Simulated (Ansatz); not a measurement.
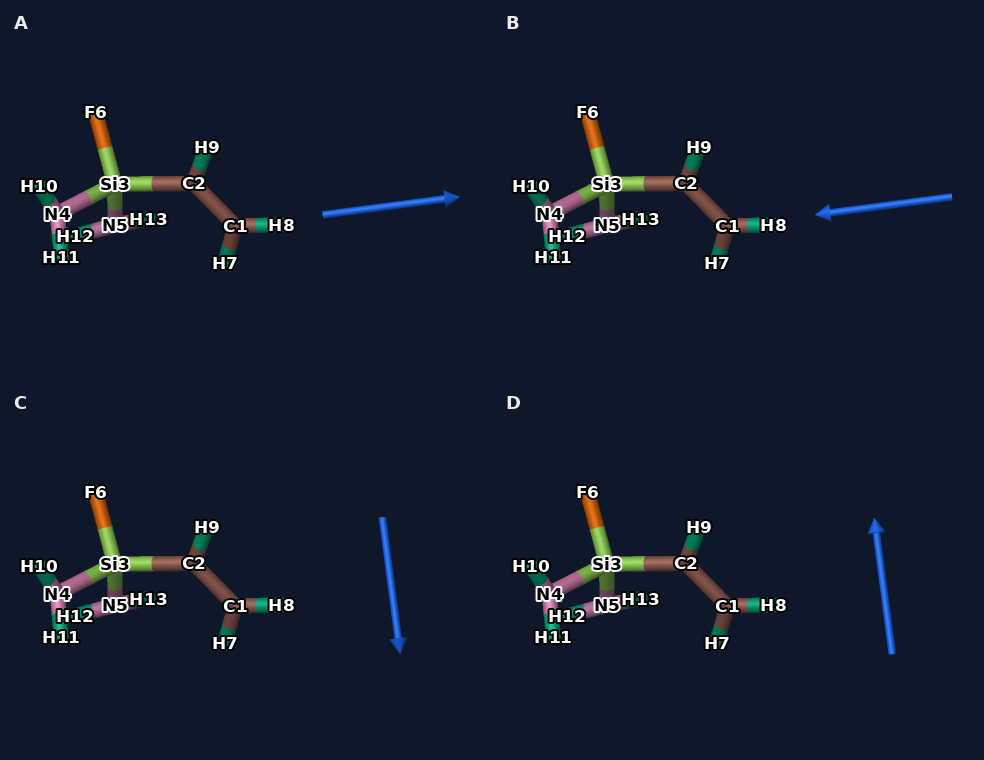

The same molecule four times, each with an arrow. The geometry was computed by an optimisation with PBE-D4/def2-SVP. No frequency run is at hand to confirm it as a minimum. Properties computed with RKS PBE-D4/def2-SVP (Ansatz 0.2.0).

### Which arrow points along the dipole moment, from the negative to the positive end?

C. The dipole moment is 1.76 D; it points from the side of F6 to the side of H7 (the outermost atoms at the two ends).
